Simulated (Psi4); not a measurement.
**SiNH4 (SMILES [NH][SiH3]) at UBLYP/def2-TZVP**

Aim: the vertical doublet–quartet gap of SiNH4 at UBLYP/def2-TZVP, from 2 runs. The job is set up through a Python script.

Program for the calculation: Psi4 1.11.

2 further runs of the same task are left out: 2 set aside as unsound or not needed.

**1. The system as given**

The species is SiNH4 (6 atoms), meant as a doublet with charge 0. As SMILES, `[NH][SiH3]`. The shape is that of a PBE0-D4/def2-TZVP optimisation.

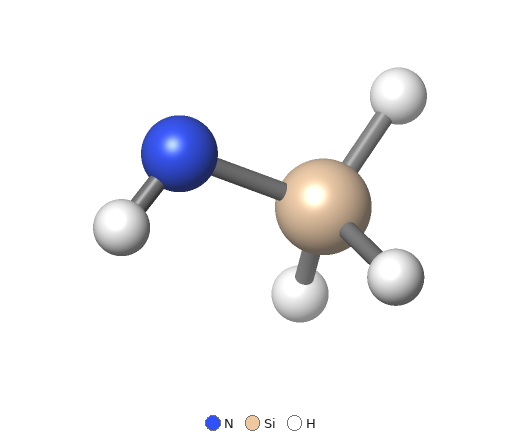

The structure, seen from a chosen angle (nitrogen blue, silicon light orange, hydrogen white).

**2. A single-point energy at UBLYP/def2-TZVP**

run.py

```python
import psi4

psi4.set_memory(2200000000)
psi4.set_num_threads(1)
psi4.set_output_file('h4nsi.out', False)

mol = psi4.geometry("""
0 2
N      0.592100    -0.835200     0.909500
Si    -0.203700     0.347600    -0.110000
H      0.922800    -1.640700     0.372700
H     -1.310600    -0.282300    -0.885500
H      0.789500     0.911800    -1.068900
H     -0.748100     1.434800     0.736200
units angstrom
symmetry c1
""")

options = {'reference': 'uks', 'puream': True, 'e_convergence': 1e-09, 'd_convergence': 1e-08, 'scf_type': 'pk', 'dft_radial_points': 99, 'dft_spherical_points': 590, 'maxiter': 100}
psi4.set_options(options)

e_tot = psi4.energy("blyp/def2-TZVP")
print(f'total energy {e_tot:.8f} hartree = {e_tot * 27.211386:.5f} eV')
for k, v in sorted(psi4.core.scalar_variables().items()):
    print(f'{k:45s} {v:18.10f}')
```

Launch:

```sh
$ python run.py
```

h4nsi.out:

```text
[...]
  Running in c1 symmetry.
[...]
  Nuclear repulsion =   56.674425113493072
[...]
  Multiplicity = 2
[...]
  Nalpha       = 13
  Nbeta        = 12
[...]
    Number of basis functions: 92
[...]
   @UKS iter   1:  -346.26502472645933   -1.68187e-01   9.38058e-03 ADIIS/DIIS
[...]
   @UKS iter  13:  -346.59371393556762   -7.73070e-12   9.58630e-09 DIIS
[...]
   @S^2 Observed:                7.529567770E-01
[...]
    Orbital Energies [Eh]
    ---------------------
    Alpha Occupied:
       1A    -65.470917     2A    -14.025950     3A     -5.058749
       4A     -3.476526     5A     -3.475966     6A     -3.475132
       7A     -0.756425     8A     -0.485135     9A     -0.383082
      10A     -0.334199    11A     -0.314744    12A     -0.257739
      13A     -0.252661
    Alpha Virtual:
      14A     -0.019755    15A      0.030537    16A      0.035346
      17A      0.039009    18A      0.054570    19A      0.135354
      20A      0.141340    21A      0.189962    22A      0.203596
      23A      0.206075    24A      0.226377    25A      0.263938
[...]
  @UKS Final Energy:  -346.59371393556762
   => Energetics <=
    Nuclear Repulsion Energy =             56.6744251134930721
    One-Electron Energy =                -590.4359217252460894
    Two-Electron Energy =                 216.4268596906285893
    DFT Exchange-Correlation Energy =     -29.2590770144431822
    Empirical Dispersion Energy =           0.0000000000000000
    VV10 Nonlocal Energy =                  0.0000000000000000
    Total Energy =                       -346.5937139355676209
[...]
 Multipole Moments:
 ------------------------------------------------------------------------------------
     Multipole            Electronic (a.u.)      Nuclear  (a.u.)        Total (a.u.)
 ------------------------------------------------------------------------------------
 L = 1.  Multiply by 2.5417464519 to convert [e a0] to [Debye]
 Dipole X            :          0.4892964           -0.5146409           -0.0253445
 Dipole Y            :         -0.6635195            0.5335579           -0.1299616
 Dipole Z            :          0.9679640           -1.5189854           -0.5510214
 Magnitude           :                                                    0.5667071
[...]
```

On the terminal:

```text
total energy -346.59371394 hartree = -9431.29534 eV
CURRENT ENERGY                                   -346.5937139356
CURRENT REFERENCE ENERGY                         -346.5937139356
DD SOLVATION ENERGY                                 0.0000000000
DFT FUNCTIONAL TOTAL ENERGY                      -346.5937139356
DFT TOTAL ENERGY                                 -346.5937139356
DFT VV10 ENERGY                                     0.0000000000
DFT XC ENERGY                                     -29.2590770144
GRID ELECTRONS ALPHA                               13.0000000249
GRID ELECTRONS BETA                                12.0000000096
GRID ELECTRONS TOTAL                               25.0000000345
NUCLEAR REPULSION ENERGY                           56.6744251135
ONE-ELECTRON ENERGY                              -590.4359217252
PCM POLARIZATION ENERGY                             0.0000000000
PE ENERGY                                           0.0000000000
SCF ITERATION ENERGY                             -346.5937139356
SCF ITERATIONS                                     13.0000000000
SCF TOTAL ENERGY                                 -346.5937139356
TWO-ELECTRON ENERGY                               216.4268596906
XC GRID RADIAL POINTS                              99.0000000000
XC GRID SPHERICAL POINTS                          590.0000000000
XC GRID TOTAL POINTS                           336197.0000000000
```

It took 38 s on 1 thread of Intel Xeon Platinum 8175M at 2.50GHz (Skylake/Cascade Lake), shared host; peak memory 1.1 GiB.

**3. The quartet, same level**

calc.py

```python
import psi4

psi4.set_memory(2200000000)
psi4.set_num_threads(1)
psi4.set_output_file('psi4.out', False)

mol = psi4.geometry("""
0 4
N
Si 1 1.752625
H 1 1.022911 2 111.89876
H 2 1.491108 1 110.76314 3 54.98538
H 2 1.491394 4 108.64961 1 119.7997
H 2 1.481361 4 109.53092 5 119.61475
units angstrom
symmetry c1
""")

psi4.set_options({
    'basis': 'def2-TZVP',
    'reference': 'uks',
    'puream': True,
    'e_convergence': 1e-09,
    'd_convergence': 1e-08,
    'scf_type': 'pk',
    'dft_radial_points': 99,
    'dft_spherical_points': 590,
    'maxiter': 100,
})

e, wfn = psi4.energy("blyp", molecule=mol, return_wfn=True)
psi4.oeprop(wfn, "DIPOLE", "MAYER_INDICES", "WIBERG_LOWDIN_INDICES", title="BLYP")
print(f'total energy {e:.8f} hartree = {e * 27.211386:.5f} eV')
```

Launch:

```sh
$ python calc.py
```

psi4.out:

```text
[...]
  Running in c1 symmetry.
[...]
  Nuclear repulsion =   56.674420389990779
[...]
  Multiplicity = 4
[...]
  Nalpha       = 14
  Nbeta        = 11
[...]
    Number of basis functions: 92
[...]
   @UKS iter   1:  -346.08669763066769    1.01404e-02   8.46877e-03 DIIS/ADIIS
[...]
   @UKS iter  15:  -346.36907744967215   -4.63842e-11   8.11921e-09 DIIS
[...]
   @S^2 Observed:                3.756958821E+00
[...]
    Orbital Energies [Eh]
    ---------------------
    Alpha Occupied:
       1A    -65.498863     2A    -14.129658     3A     -5.085222
       4A     -3.504214     5A     -3.502017     6A     -3.501606
       7A     -0.841210     8A     -0.529603     9A     -0.448529
      10A     -0.382417    11A     -0.381119    12A     -0.331980
      13A     -0.320127    14A     -0.053471
    Alpha Virtual:
      15A      0.003471    16A      0.011609    17A      0.018092
      18A      0.022764    19A      0.121293    20A      0.123832
      21A      0.155780    22A      0.172592    23A      0.175390
      24A      0.192398    25A      0.242150    26A      0.243455
[...]
  @UKS Final Energy:  -346.36907744967215
   => Energetics <=
    Nuclear Repulsion Energy =             56.6744203899907788
    One-Electron Energy =                -589.1904202048908701
    Two-Electron Energy =                 215.2998315490926302
    DFT Exchange-Correlation Energy =     -29.1529091838647005
    Empirical Dispersion Energy =           0.0000000000000000
    VV10 Nonlocal Energy =                  0.0000000000000000
    Total Energy =                       -346.3690774496721474
[...]
 Multipole Moments:
 ------------------------------------------------------------------------------------
     Multipole            Electronic (a.u.)      Nuclear  (a.u.)        Total (a.u.)
 ------------------------------------------------------------------------------------
 L = 1.  Multiply by 2.5417464519 to convert [e a0] to [Debye]
 Dipole X            :         -0.0276582            0.0228268           -0.0048315
 Dipole Y            :         -0.8319080            0.8208267           -0.0110813
 Dipole Z            :         -1.7294038            1.4773552           -0.2520485
 Magnitude           :                                                    0.2523383
[...]
```

On the terminal:

```text
total energy -346.36907745 hartree = -9425.18266 eV
```

It took 40 s on 1 thread of Intel Xeon Platinum 8175M at 2.50GHz (Skylake/Cascade Lake), shared host; peak memory 1.2 GiB.

**4. Outcome**

Level: UBLYP/def2-TZVP.

| quantity | value |
| --- | --- |
| doublet: total energy | -346.59371 Eh |
| doublet: dipole moment | 1.44 D |
| doublet: HOMO energy (highest over α and β) | -6.44 eV |
| doublet: LUMO energy (lowest over α and β) | -4.89 eV |
| doublet: ⟨S²⟩ | 0.753 |
| quartet: total energy | -346.36908 Eh |
| quartet: dipole moment | 0.64 D |
| quartet: HOMO energy (highest over α and β) | -1.46 eV |
| quartet: ⟨S²⟩ | 3.757 |
| vertical energy of the quartet above the doublet | 6.113 eV |

**Reading.** At this shape the quartet lies 6.11 eV (590 kJ/mol) above the doublet.
